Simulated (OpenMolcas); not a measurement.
**C2H3Cl2Si (SMILES [H]/[C]=C/[SiH](Cl)Cl) at 5 levels**

We compute a comparison of 5 runs (UHF/3-21G, U-r2SCAN/def2-SVP, U-revPBE/def2-SVP, UBLYP/def2-SVP, ROMP2/def2-SVP) of C2H3Cl2Si. 

The results are computed with OpenMolcas 26.06.

## 1. The structure to begin with

C2H3Cl2Si has 8 atoms, charge 0, and is taken as a doublet. As SMILES, `[H]/[C]=C/[SiH](Cl)Cl`. The coordinates come from a PBE0-D4/def2-TZVP relaxation. This is one conformer, not always the lowest.

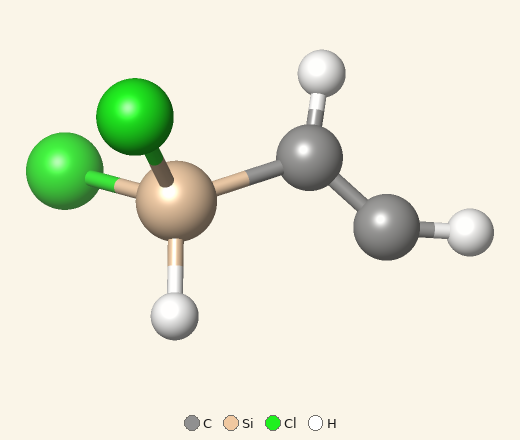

The structure, seen from a chosen angle (carbon grey, silicon light orange, chlorine green, hydrogen white).

## 2. Energy and forces at UHF/3-21G (run 1)

coord.xyz reads:

```xyz
8

C     -0.467200     1.549800     0.659300
C     -0.193600     0.279100     0.737900
Si     0.301600    -0.635800    -0.791100
Cl    -1.013100    -2.166600    -1.130900
Cl     2.164100    -1.443500    -0.534600
H     -0.772500     2.376400     1.285600
H     -0.249600    -0.262100     1.689000
H      0.322500     0.245600    -1.971100
```

calc.input reads:

```
&GATEWAY
BasLib = $CurrDir
Coord = coord.xyz
Basis = 3-21G
Group = NoSym
&SEWARD
&SCF
UHF
Spin = 2
Thresholds = 1e-10 1e-07 1e-07 1e-05
PrOrbitals = 1
&ALASKA
```

The basis set 3-21G is read from a file made from the Basis Set Exchange's data (not shown).

On the command line:

```
$ export MOLCAS_MEM=1860
$ pymolcas calc.input > calc.log
```

The program printed:

```text
--- Start Module: gateway ---
[...]
--- Stop Module: gateway /rc=_RC_ALL_IS_WELL_ ---
[...]
      Basis functions           63
[...]
--- Start Module: scf ---
[...]
       Convergence after  19 Iterations
[...]
::    Total SCF energy                              -1279.0521319813
[...]
      Total spin, S                                     0.5972030446
[...]
      Total electronic charge=   63.000000
      Total            charge=   -0.000000
[...]
      Dipole Moment (debye):
      Origin of the operator (angstrom)=    0.3206   -0.9581   -0.5010
                   X= -1.0432E+00               Y=  3.4574E+00               Z=  1.3671E+00           Total=  3.8614E+00
      Quadrupole Moment (debye*angstrom):
[...]
--- Stop Module: scf /rc=_RC_ALL_IS_WELL_ ---
[...]
--- Start Module: alaska ---
[...]
 *              Molecular gradients               *
 **************************************************
  Irreducible representation: a
 ------------------------------------------------------------------------------------------
                              X                       Y                       Z
 ------------------------------------------------------------------------------------------
  C1                8.34487200705780E-03   -3.55938440925758E-02   -1.43240672302225E-03
  C2               -1.63527012761278E-03    2.19968369932744E-02   -1.78429037727765E-02
  SI3               9.12851237534706E-03   -4.51702469019146E-02    6.23126845372379E-03
  CL4               3.03096620354744E-02    3.38346293545300E-02    8.63965975065106E-03
  CL5              -4.26262058946953E-02    1.72491862983204E-02   -5.04813204571475E-03
  H6               -2.81732950923175E-03    9.80765839329134E-03    3.15983980145562E-03
  H7               -5.72936034687832E-04   -4.23047087268347E-03    8.14604513915285E-03
  H8               -1.31304851742481E-04    2.10625082791704E-03   -1.85337060342139E-03
[...]
--- Stop Module: alaska /rc=_RC_ALL_IS_WELL_ ---
[...]
```

Wall time 3.3 s (1 thread of Intel Xeon 6975P-C (Granite Rapids), shared host); peak memory 0.4 GiB.

## 3. A single-point energy at U-r2SCAN/def2-SVP (run 2)

geom.xyz reads:

```xyz
8

C     -0.467200     1.549800     0.659300
C     -0.193600     0.279100     0.737900
Si     0.301600    -0.635800    -0.791100
Cl    -1.013100    -2.166600    -1.130900
Cl     2.164100    -1.443500    -0.534600
H     -0.772500     2.376400     1.285600
H     -0.249600    -0.262100     1.689000
H      0.322500     0.245600    -1.971100
```

job.input reads:

```
* C2H3Cl2Si Kohn-Sham DFT

&GATEWAY
 BasLib=$CurrDir
 Coord=geom.xyz
 Basis=def2-SVP
 Group=NoSym

&SEWARD
 GridInput
 Grid=UltraFine
 End of Grid

&SCF
 UHF
 Spin=2
 KSDFT=2
 1.0 MGGA_X_R2SCAN
 1.0 MGGA_C_R2SCAN
 Thresholds=1e-10 1e-07 1e-07 1e-05
 PrOrbitals=1 2
```

The basis set def2-SVP is read from a file made from the Basis Set Exchange's data (not shown).

On the command line:

```
$ export MOLCAS_MEM=1860
$ pymolcas job.input > job.log
```

The program printed:

```text
--- Start Module: gateway ---
[...]
--- Stop Module: gateway /rc=_RC_ALL_IS_WELL_ ---
--- Start Module: seward ---
[...]
      Basis functions           97
--- Stop Module: seward /rc=_RC_ALL_IS_WELL_ ---
[...]
--- Start Module: scf ---
[...]
       Convergence after  19 Iterations
[...]
::    Total KS-DFT energy                           -1287.3467025932
[...]
      Total spin, S                                     0.5075060935
[...]
      Total electronic charge=   63.000000
      Total            charge=   -0.000000
[...]
      Dipole Moment (debye):
      Origin of the operator (angstrom)=    0.3206   -0.9581   -0.5010
                   X= -6.0171E-01               Y=  1.6595E+00               Z=  1.1945E+00           Total=  2.1314E+00
      Quadrupole Moment (debye*angstrom):
[...]
--- Stop Module: scf /rc=_RC_ALL_IS_WELL_ ---
[...]
```

It took 47 s on 1 thread of Intel Xeon 6975P-C (Granite Rapids), shared host; peak memory 0.54 GiB.

Runs 3 to 4 aren't shown in full; the table further down has their settings and results.

## 4. The energy at ROMP2/def2-SVP (run 5)

job.inp reads:

```
* C2H3Cl2Si ROMP2

&gateway
  baslib=$CurrDir
  coord
  8
  angstrom
  C       -0.467200       1.549800       0.659300
  C       -0.193600       0.279100       0.737900
  Si       0.301600      -0.635800      -0.791100
  Cl      -1.013100      -2.166600      -1.130900
  Cl       2.164100      -1.443500      -0.534600
  H       -0.772500       2.376400       1.285600
  H       -0.249600      -0.262100       1.689000
  H        0.322500       0.245600      -1.971100
  basis=def2-SVP
  group=NoSym

&seward

&scf
  uhf
  spin=2
  thresholds=1e-10 1e-07 1e-07 1e-05
  prorbitals=0

&rasscf
  fileorb=$Project.UnaOrb
  spin=2
  nactel=1 0 0
  inactive=31
  ras2=1
  outorbitals=Canonical
  orblisting=NoCore

&caspt2
  ipea=0.0
  frozen=17
```

The basis set def2-SVP is read from a file made from the Basis Set Exchange's data (not shown).

On the command line:

```
$ export MOLCAS_MEM=1860
$ pymolcas job.inp > job.log
```

The program printed:

```text
--- Start Module: gateway ---
[...]
--- Stop Module: gateway /rc=_RC_ALL_IS_WELL_ ---
[...]
      Basis functions           97
[...]
       Convergence after  20 Iterations
[...]
::    Total SCF energy                              -1285.0061522151
[...]
      Total spin, S                                     0.5856585079
[...]
--- Start Module: rasscf ---
[...]
      Number of active orbitals                  1
[...]
      Spin quantum number                      0.5
[...]
      Active orbitals                            1
[...]
      Number of CSFs                             1
[...]
      Number of root(s) required                 1
[...]
      Convergence after  9 iterations
[...]
      printout of CI-coefficients larger than  0.05 for root  1
      energy=   -1284.998722
      conf/sym  1     Coeff  Weight
             1  u   1.00000 1.00000
      Natural orbitals and occupation numbers for root  1
      sym 1:   1.000000
      ************************************************************************************************************************
      *                                                    Final results                                                     *
[...]
::    RASSCF root number  1 Total energy:  -1284.99872226
[...]
      Total electronic charge=   63.000000
      Total            charge=   -0.000000
[...]
      Dipole Moment (debye):
      Origin of the operator (angstrom)=    0.3206   -0.9581   -0.5010
                   X= -7.0145E-01               Y=  2.0948E+00               Z=  1.1986E+00           Total=  2.5133E+00
      Quadrupole Moment (debye*angstrom):
[...]
--- Stop Module: rasscf /rc=_RC_ALL_IS_WELL_ ---
[...]
--- Start Module: caspt2 ---
[...]
 ###    WARNING: User changed nr of frozen orbitals.                         ###
 ###############################################################################
[...]
      E2 (Variational):          -0.5965287059
      Total energy:           -1285.5952509685
[...]
      Reference weight:           0.81408
[...]
::    CASPT2 Root  1     Total energy:  -1285.59525097
[...]
--- Stop Module: caspt2 /rc=_RC_ALL_IS_WELL_ ---
[...]
```

It took 14 s on 1 thread of Intel Xeon 6975P-C (Granite Rapids), shared host; peak memory 0.54 GiB.

## 5. All runs side by side

| run | level | task | integration grid | energy (Eh) | dipole moment (D) | HOMO energy (eV) | LUMO energy (eV) | wall time |
| --- | --- | --- | --- | --- | --- | --- | --- | --- |
| 1 | UHF/3-21G | gradient | – | -1279.052132 | 3.86 | -11.15 | 2.45 | 3.3 s |
| 2 | U-r2SCAN/def2-SVP | energy | UltraFine | -1287.346703 | 2.13 | -6.14 | -2.73 | 47 s |
| 3 | U-revPBE/def2-SVP | gradient | UltraFine | -1287.216945 | 1.95 | -5.59 | -3.23 | 39 s |
| 4 | UBLYP/def2-SVP | gradient | UltraFine | -1287.413767 | 1.84 | -5.36 | -3.34 | 44 s |
| 5 | ROMP2/def2-SVP | energy | – | -1285.595251 | – | – | – | 14 s |

## 6. Outcome

```
           quantity           value
run 5: total energy  -1285.59525 Eh
```

Over runs 1, 2, 3, 4 the dipole moment (its size) runs from 1.84 D (UBLYP/def2-SVP) to 3.86 D (UHF/3-21G). The two ends differ in method and basis. Totals of different functionals can't be ranked against each other. Spin contamination of the reference: run 1 ⟨S²⟩ = 0.95. All runs together took 2.5 min, the longest 47 s.
